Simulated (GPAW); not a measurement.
# A 8-layer slab of Sr(100) in an electric field

Aim: the dipole that a field along the normal induces in a 8-layer slab of Sr(100).

Calculated with GPAW 26.7.0; GPAW, PAW setups; slab in vacuum, relaxation, in the first sound run; inputs show where later runs differ.

## 1. The structure

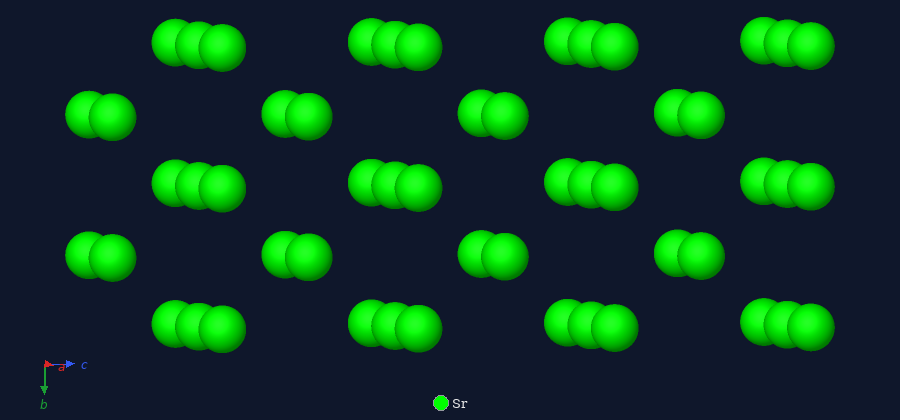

The starting structure, seen from the side, with the c axis across the page (strontium green). 2×2×1 cells are drawn. Some periodic images of atoms are drawn too.

The cell holds 8 atoms: 8 Sr. Its edges and angles: a = 4.299 Å, b = 4.299 Å, c = 35.280 Å, α = 90.0°, β = 90.0°, γ = 90.0°. Vacuum lies along c.

Coordinates:

```cif
data_structure
_symmetry_space_group_name_H-M 'P 1'
_symmetry_Int_Tables_number 1
_cell_length_a 4.2992
_cell_length_b 4.2992
_cell_length_c 35.2800
_cell_angle_alpha 90.000
_cell_angle_beta 90.000
_cell_angle_gamma 90.000
_cell_volume 652.09
loop_
_atom_site_label
_atom_site_type_symbol
_atom_site_fract_x
_atom_site_fract_y
_atom_site_fract_z
_atom_site_occupancy
Sr1 Sr 0.50000 0.50000 0.19841 1
Sr2 Sr 0.00000 0.00000 0.28458 1
Sr3 Sr 0.50000 0.50000 0.37075 1
Sr4 Sr 0.00000 0.00000 0.45692 1
Sr5 Sr 0.50000 0.50000 0.54308 1
Sr6 Sr 0.00000 0.00000 0.62925 1
Sr7 Sr 0.50000 0.50000 0.71542 1
Sr8 Sr 0.00000 0.00000 0.80159 1
```

## 2. Relaxing the atoms

Forces are removed first; all later runs use this geometry. The lowest 4 atoms are held at bulk positions and keep their forces.

run.py

```python
import json
import numpy as np
from ase import Atoms
from ase.constraints import FixAtoms
from ase.optimize import BFGS
from gpaw import GPAW, PW

slab = Atoms(
    ['Sr', 'Sr', 'Sr', 'Sr', 'Sr', 'Sr', 'Sr', 'Sr'],
    positions=[
        [2.14960, 2.14960, 7.00000],
        [0.00000, 0.00000, 10.04000],
        [2.14960, 2.14960, 13.08000],
        [0.00000, 0.00000, 16.12000],
        [2.14960, 2.14960, 19.16000],
        [0.00000, 0.00000, 22.20000],
        [2.14960, 2.14960, 25.24000],
        [0.00000, 0.00000, 28.28000]],
    cell=[[4.29921, 0.0, 0.0], [0.0, 4.29921, 0.0], [0.0, 0.0, 35.28]],
    pbc=[True, True, False])

slab.calc = GPAW(mode=PW(400), xc='PBE', kpts={'size': (7, 7, 1), 'gamma': True},
                 occupations={'name': 'fermi-dirac', 'width': 0.1}, nbands='160%',
                 convergence={'density': 1e-05}, maxiter=200,
                 poissonsolver={'dipolelayer': 'xy'},
                 symmetry={'tolerance': 1e-3, 'extra_ids': [1, 1, 1, 1, 0, 0, 0, 0]}, txt='slab.txt')
result = {}
slab.set_constraint(FixAtoms([0, 1, 2, 3]))
path = []
opt = BFGS(slab, maxstep=0.2)
opt.attach(lambda: path.append((slab.get_potential_energy(), slab.positions.tolist(), slab.get_forces().tolist())))
result['relaxed'] = bool(opt.run(fmax=0.03, steps=40))
result['path'] = path
energy = slab.get_potential_energy()
fermi = slab.calc.get_fermi_level()
v = slab.calc.get_electrostatic_potential().mean((0, 1)) - fermi
n = slab.calc.get_pseudo_density().mean((0, 1))
L = slab.cell[2, 2]
z = np.arange(len(v)) * L / len(v)
low, high = slab.positions[:, 2].min(), slab.positions[:, 2].max()
below, above = np.interp([low - 4.8, high + 4.8], z, v)
slopes = [np.interp(x, z, np.gradient(v, z)) for x in (low - 4.8, high + 4.8)]
eps = np.array([[slab.calc.get_eigenvalues(k, s) for k in range(len(slab.calc.get_ibz_k_points()))]
                for s in range(slab.calc.get_number_of_spins())]) - fermi
top, bottom = eps[eps < 0].max(), eps[eps > 0].min()
dipole = slab.get_dipole_moment()[2]
print(f'energy {energy:.4f} eV, Fermi level {fermi:.4f} eV, dipole {dipole:.5f} e A')
print(f'potential 4.8 A off the faces, from the Fermi level: lower {below:.4f} eV, upper {above:.4f} eV')
print(f'slope of the potential there: lower {slopes[0]:.5f}, upper {slopes[1]:.5f} eV/A')
print(f'nearest levels on the mesh: {top:.4f} and {bottom:.4f} eV')
print('magnetic moment', round(slab.get_magnetic_moment(), 3))
result.update(energy=energy, fermi=fermi, dipole=dipole, below=below, above=above, slopes=slopes, edges=[top, bottom],
              z=z.tolist(), v=v.tolist(), n=n.tolist(), positions=slab.positions.tolist(),
              forces=slab.get_forces(apply_constraint=False).tolist(), moments=slab.get_magnetic_moments().tolist())
json.dump(result, open('result.json', 'w'))
```

Launch:

```
$ OMP_NUM_THREADS=1 OPENBLAS_NUM_THREADS=1 python run.py
```

What it wrote:

```text
Step          Energy          fmax
BFGS:    0      -12.708179        0.074910
BFGS:    1      -12.708307        0.072990
BFGS:    2      -12.710610        0.022868
energy -12.5401 eV, Fermi level 1.6421 eV, dipole 0.00086 e A
potential 4.8 A off the faces, from the Fermi level: lower 2.5484 eV, upper 2.5400 eV
slope of the potential there: lower -0.00804, upper 0.00806 eV/A
nearest levels on the mesh: -0.0156 and 0.0204 eV
magnetic moment 0.0
```

Elapsed: 9.5 min, on 1 thread of Intel Xeon Platinum 8488C (Sapphire Rapids), shared host; peak memory 0.43 GiB.

The steps of the relaxation:

| step | energy less that of the first step (eV) | largest force (eV/Å) |
| --- | --- | --- |
| 1 | 0.0000 | 0.0749 |
| 2 | -0.0001 | 0.0730 |
| 3 | -0.0026 | 0.0229 |

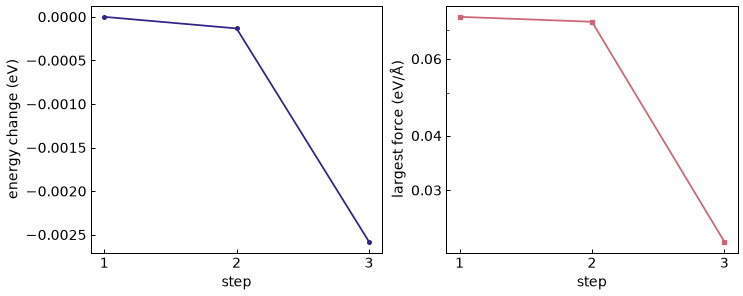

Energy and largest force along the relaxation.

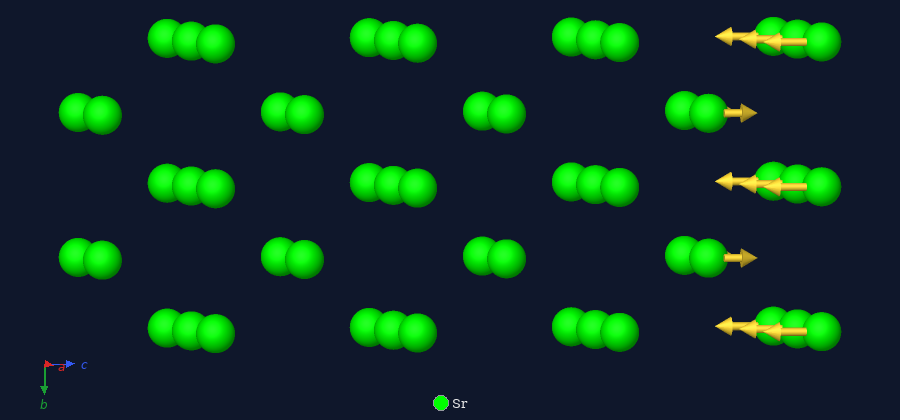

Displacements in the relaxation, exaggerated; the longest in the cell stands for 0.04 Å. 2×2×1 cells are drawn. Some periodic images of atoms are drawn too.

The atoms that moved most (Å):

| atom | dx | dy | dz | length |
| --- | --- | --- | --- | --- |
| Sr8 | 0.000 | 0.000 | -0.037 | 0.037 |
| Sr7 | 0.000 | 0.000 | 0.029 | 0.029 |

The relaxed structure:

```cif
data_structure
_symmetry_space_group_name_H-M 'P 1'
_symmetry_Int_Tables_number 1
_cell_length_a 4.2992
_cell_length_b 4.2992
_cell_length_c 35.2800
_cell_angle_alpha 90.000
_cell_angle_beta 90.000
_cell_angle_gamma 90.000
_cell_volume 652.09
loop_
_atom_site_label
_atom_site_type_symbol
_atom_site_fract_x
_atom_site_fract_y
_atom_site_fract_z
_atom_site_occupancy
Sr1 Sr 0.50000 0.50000 0.19841 1
Sr2 Sr 0.00000 0.00000 0.28458 1
Sr3 Sr 0.50000 0.50000 0.37075 1
Sr4 Sr 0.00000 0.00000 0.45692 1
Sr5 Sr 0.50000 0.50000 0.54304 1
Sr6 Sr 0.00000 0.00000 0.62929 1
Sr7 Sr 0.50000 0.50000 0.71624 1
Sr8 Sr 0.00000 0.00000 0.80054 1
```

Numbers from this step:

| Property | Result |
| --- | --- |
| dipole along the normal | 8.56e-4 e·Å |
| levels nearest the Fermi level on the mesh | -0.01560, 0.02043 eV from the Fermi level |
| upper work function | 2.540 eV |
| lower work function | 2.548 eV |

The electrostatic potential energy of an electron (without an applied field's), less the Fermi level, planar mean oscillates, so the rows of the table below give means over windows of 3.04 Å about each position, cut where the curve ends. Its maxima inside the range that stand out by 2 % of the span (Å: eV): 8.5: 0.817, 11.6: 0.749, 14.6: 0.747, 17.6: 0.750, 20.7: 0.755, 23.7: 0.810, 26.8: 0.663. Its minima: 7.0: -10.7, 10.1: -10.4, 13.1: -10.4, 16.1: -10.4, 19.1: -10.4, 22.2: -10.4, 25.3: -10.4, 28.2: -10.8.

Electrostatic potential energy of an electron (without an applied field's), less the Fermi level, planar mean against z; means over each step:

| z (Å) | electrostatic potential energy of an electron (without an applied field's), less the Fermi level, planar mean (eV) |
| --- | --- |
| 1.52 | 2.55 |
| 4.56 | 1.78 |
| 7.60 | -3.58 |
| 10.64 | -3.40 |
| 13.68 | -3.42 |
| 16.72 | -3.42 |
| 19.76 | -3.42 |
| 22.80 | -3.40 |
| 25.84 | -3.44 |
| 28.88 | -3.30 |
| 31.92 | 2.45 |
| 34.96 | 2.54 |

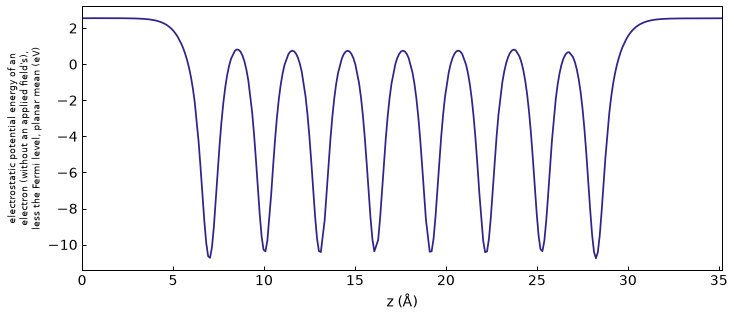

Electrostatic potential energy of an electron (without an applied field's), less the Fermi level, planar mean, plotted against z.

The pseudo valence density, planar mean oscillates, so the rows of the table below give means over windows of 2.94 Å about each position, cut where the curve ends. Its maxima inside the range that stand out by 2 % of the span (Å: e/Å³): 6.9: 0.416, 10.1: 0.420, 13.0: 0.418, 16.2: 0.419, 19.1: 0.419, 22.3: 0.418, 25.2: 0.417, 28.1: 0.409. Its minima: 8.6: 0.0469, 11.6: 0.0446, 14.7: 0.0455, 17.6: 0.0449, 20.6: 0.0455, 23.7: 0.0437, 26.7: 0.0491.

Table of pseudo valence density, planar mean by z; means over each step:

| z (Å) | pseudo valence density, planar mean (e/Å³) |
| --- | --- |
| 1.47 | 6.1e-5 |
| 4.41 | 0.00834 |
| 7.35 | 0.180 |
| 10.29 | 0.182 |
| 13.23 | 0.182 |
| 16.17 | 0.182 |
| 19.11 | 0.182 |
| 22.05 | 0.182 |
| 24.99 | 0.182 |
| 27.93 | 0.181 |
| 30.87 | 0.00776 |
| 33.81 | 6.1e-5 |

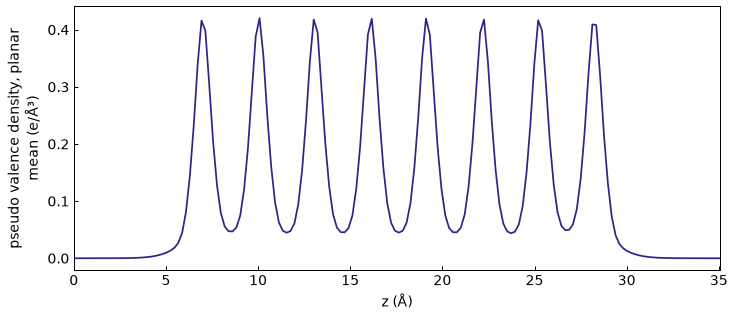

Pseudo valence density, planar mean against z.

The relaxation lowered the energy of the cell by 0.00258 eV (energies extrapolated to zero smearing; the optimiser's log prints free energies). The largest force left on a free atom is 0.023 eV/Å.

## 3. The slab's potential

The work function is the vacuum plateau of the electrostatic potential less the Fermi level; a dipole layer lets the two faces have plateaus of their own.

This step: GPAW, PAW setups; slab in vacuum (GPAW 26.7.0).

Changes to run.py since step 2:

```diff
@@ -3,4 +3,2 @@
 from ase import Atoms
-from ase.constraints import FixAtoms
-from ase.optimize import BFGS
 from gpaw import GPAW, PW
@@ -14,6 +12,6 @@
         [0.00000, 0.00000, 16.12000],
-        [2.14960, 2.14960, 19.16000],
-        [0.00000, 0.00000, 22.20000],
-        [2.14960, 2.14960, 25.24000],
-        [0.00000, 0.00000, 28.28000]],
+        [2.14960, 2.14960, 19.15844],
+        [0.00000, -0.00000, 22.20126],
+        [2.14960, 2.14960, 25.26881],
+        [0.00000, 0.00000, 28.24300]],
     cell=[[4.29921, 0.0, 0.0], [0.0, 4.29921, 0.0], [0.0, 0.0, 35.28]],
@@ -25,10 +23,4 @@
                  poissonsolver={'dipolelayer': 'xy'},
-                 symmetry={'tolerance': 1e-3, 'extra_ids': [1, 1, 1, 1, 0, 0, 0, 0]}, txt='slab.txt')
+                 symmetry={'tolerance': 1e-3}, txt='slab.txt')
 result = {}
-slab.set_constraint(FixAtoms([0, 1, 2, 3]))
-path = []
-opt = BFGS(slab, maxstep=0.2)
-opt.attach(lambda: path.append((slab.get_potential_energy(), slab.positions.tolist(), slab.get_forces().tolist())))
-result['relaxed'] = bool(opt.run(fmax=0.03, steps=40))
-result['path'] = path
 energy = slab.get_potential_energy()
```

What it wrote:

```text
energy -12.5401 eV, Fermi level 1.6421 eV, dipole 0.00091 e A
potential 4.8 A off the faces, from the Fermi level: lower 2.5486 eV, upper 2.5398 eV
slope of the potential there: lower -0.00804, upper 0.00807 eV/A
nearest levels on the mesh: -0.0156 and 0.0204 eV
magnetic moment 0.0
```

The job ended after 4.7 min (1 thread; peak memory 0.42 GiB).

Numbers from this step:

- dipole along the normal: 9.11e-4 e·Å
- levels nearest the Fermi level on the mesh: -0.01559, 0.02042 eV from the Fermi level
- lower work function: 2.549 eV

The electrostatic potential energy of an electron (without an applied field's), less the Fermi level, planar mean oscillates, so the rows of the table below give means over windows of 3.04 Å about each position, cut where the curve ends. Its maxima inside the range that stand out by 2 % of the span (Å: eV): 8.5: 0.817, 11.6: 0.750, 14.6: 0.747, 17.6: 0.750, 20.7: 0.755, 23.7: 0.810, 26.8: 0.663. Its minima: 7.0: -10.7, 10.1: -10.4, 13.1: -10.4, 16.1: -10.4, 19.1: -10.4, 22.2: -10.4, 25.3: -10.4, 28.2: -10.8.

The electrostatic potential energy of an electron (without an applied field's), less the Fermi level, planar mean by z; means over each step:

(Unchanged from step 2.)

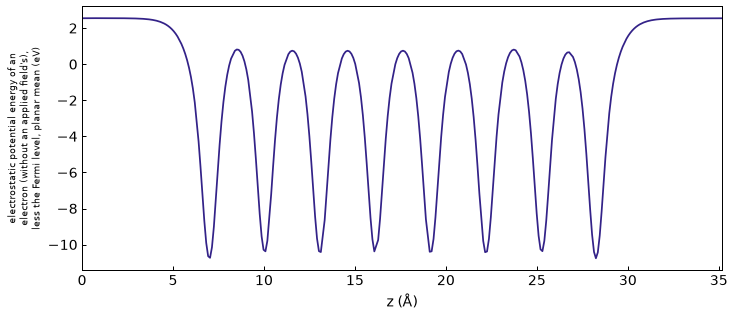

Electrostatic potential energy of an electron (without an applied field's), less the Fermi level, planar mean against z.

The pseudo valence density, planar mean oscillates, so the rows of the table below give means over windows of 2.94 Å about each position, cut where the curve ends. Its maxima inside the range that stand out by 2 % of the span (Å: e/Å³): 6.9: 0.416, 10.1: 0.420, 13.0: 0.418, 16.2: 0.419, 19.1: 0.419, 22.3: 0.418, 25.2: 0.417, 28.1: 0.409. Its minima: 8.6: 0.0469, 11.6: 0.0446, 14.7: 0.0455, 17.6: 0.0449, 20.6: 0.0455, 23.7: 0.0437, 26.7: 0.0491.

Table of pseudo valence density, planar mean by z; means over each step:

(Unchanged from step 2.)

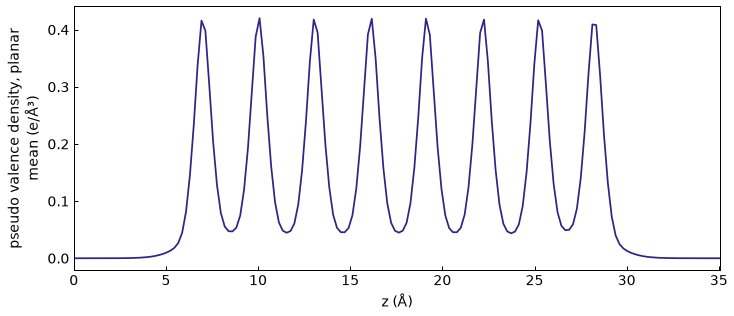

Pseudo valence density, planar mean against z.

Force by atom:

| atom | x (eV/Å) | y (eV/Å) | z (eV/Å) | size |
| --- | --- | --- | --- | --- |
| Sr1 | 0.0000 | 0.0000 | 0.0749 | 0.0749 |
| Sr2 | 0.0000 | 0.0000 | -0.0593 | 0.0593 |
| Sr3 | 0.0000 | 0.0000 | -0.0021 | 0.0021 |
| Sr4 | 0.0000 | 0.0000 | 0.0022 | 0.0022 |
| Sr5 | 0.0000 | 0.0000 | -0.0015 | 0.0015 |
| Sr6 | 0.0000 | 0.0000 | 0.0227 | 0.0227 |
| Sr7 | 0.0000 | 0.0000 | -0.0162 | 0.0162 |
| Sr8 | 0.0000 | 0.0000 | -0.0207 | 0.0207 |

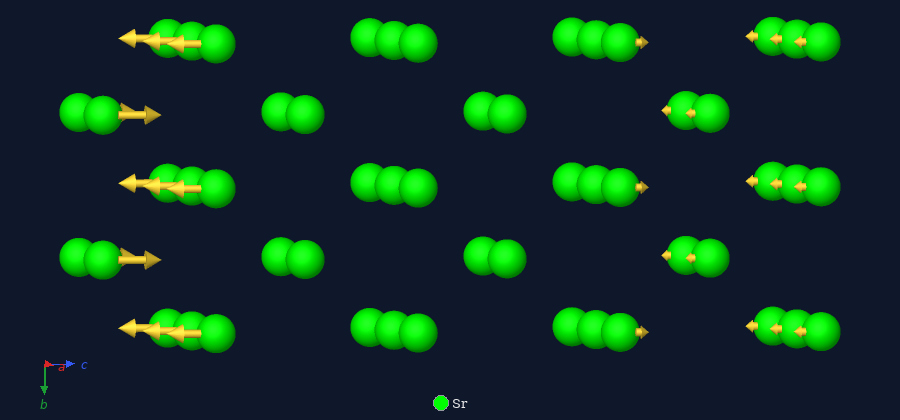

Force as arrows, the longest 0.0749 eV/Å. 2×2×1 cells are drawn. Some periodic images of atoms are drawn too.

The potential is flat to 0.008 eV/Å where it is read, so the vacuum is wide enough.

## 4. In a field

A uniform field along the normal polarises the slab; the atoms stay fixed, so this is the electronic response alone.

Changes to run.py since step 3:

```diff
@@ -4,2 +4,3 @@
 from gpaw import GPAW, PW
+from gpaw.external import ConstantElectricField
 
@@ -23,2 +24,3 @@
                  poissonsolver={'dipolelayer': 'xy'},
+                 external=ConstantElectricField(-0.2, [0, 0, 1]),
                  symmetry={'tolerance': 1e-3}, txt='slab.txt')
```

What it wrote:

```text
energy -12.5939 eV, Fermi level 1.6377 eV, dipole -0.54194 e A
potential 4.8 A off the faces, from the Fermi level: lower -0.0905 eV, upper 5.2120 eV
slope of the potential there: lower -0.00516, upper 0.01353 eV/A
nearest levels on the mesh: -0.0154 and 0.0204 eV
magnetic moment 0.0
```

Elapsed: 8.8 min, on 1 thread; peak memory 0.66 GiB.

This step gave:

| Quantity | Value |
| --- | --- |
| dipole along the normal | -0.5419 e·Å |
| levels nearest the Fermi level on the mesh | -0.01536, 0.02044 eV from the Fermi level |
| potential below the slab, the applied field's own ramp left out | -0.09050 eV from the Fermi level |
| potential above the slab, the applied field's own ramp left out | 5.212 eV from the Fermi level |

The electrostatic potential energy of an electron (without an applied field's), less the Fermi level, planar mean oscillates, so the rows of the table below give means over windows of 3.04 Å about each position, cut where the curve ends. Its maxima inside the range that stand out by 2 % of the span (Å: eV): 8.6: -1.01, 11.6: -0.466, 14.6: 0.139, 17.6: 0.749, 20.7: 1.36, 23.7: 2.03, 26.8: 2.49, 34.5: 5.22. Its minima: 7.0: -12.8, 10.1: -11.9, 13.1: -11.3, 16.1: -10.7, 19.1: -10.1, 22.2: -9.52, 25.3: -8.83, 28.2: -8.64.

The electrostatic potential energy of an electron (without an applied field's), less the Fermi level, planar mean by z; means over each step:

| z (Å) | electrostatic potential energy of an electron (without an applied field's), less the Fermi level, planar mean (eV) |
| --- | --- |
| 1.52 | 0.0738 |
| 4.56 | -0.767 |
| 7.60 | -5.59 |
| 10.64 | -4.80 |
| 13.68 | -4.21 |
| 16.72 | -3.60 |
| 19.76 | -2.99 |
| 22.80 | -2.37 |
| 25.84 | -1.80 |
| 28.88 | -1.04 |
| 31.92 | 5.09 |
| 34.96 | 5.07 |

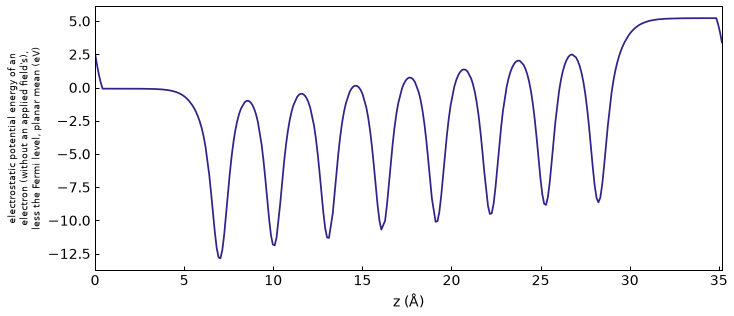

Electrostatic potential energy of an electron (without an applied field's), less the Fermi level, planar mean against z.

Force by atom:

| atom | x (eV/Å) | y (eV/Å) | z (eV/Å) | size |
| --- | --- | --- | --- | --- |
| Sr1 | 0.0000 | 0.0000 | 0.0754 | 0.0754 |
| Sr2 | 0.0000 | 0.0000 | -0.0616 | 0.0616 |
| Sr3 | 0.0000 | 0.0000 | -0.0022 | 0.0022 |
| Sr4 | 0.0000 | 0.0000 | 0.0023 | 0.0023 |
| Sr5 | 0.0000 | 0.0000 | -0.0011 | 0.0011 |
| Sr6 | 0.0000 | 0.0000 | 0.0234 | 0.0234 |
| Sr7 | 0.0000 | 0.0000 | -0.0181 | 0.0181 |
| Sr8 | 0.0000 | 0.0000 | -0.0157 | 0.0157 |

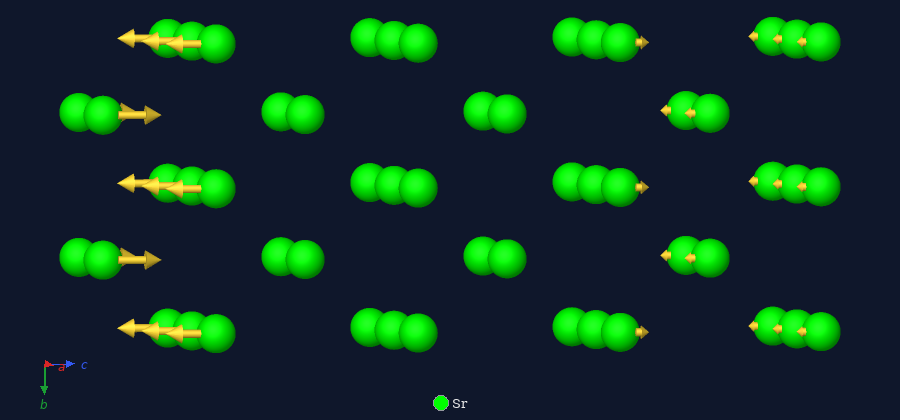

Force as arrows, the longest 0.0754 eV/Å. 2×2×1 cells are drawn. Some periodic images of atoms are drawn too.

The dipole is now -0.542 e Å, against 9.1e-4 in the run without a field.

[end of part 1 of 2]

[Logs are printed without paths, hosts, clocks, repeated set-up lines and the standing remarks that a program may print on its own settings, such as how far it seeks lower states.]

[Hosts, paths, dates, database ids (printed as entryN), source tags and the programs' standing remarks are cut or masked in the printed files.]
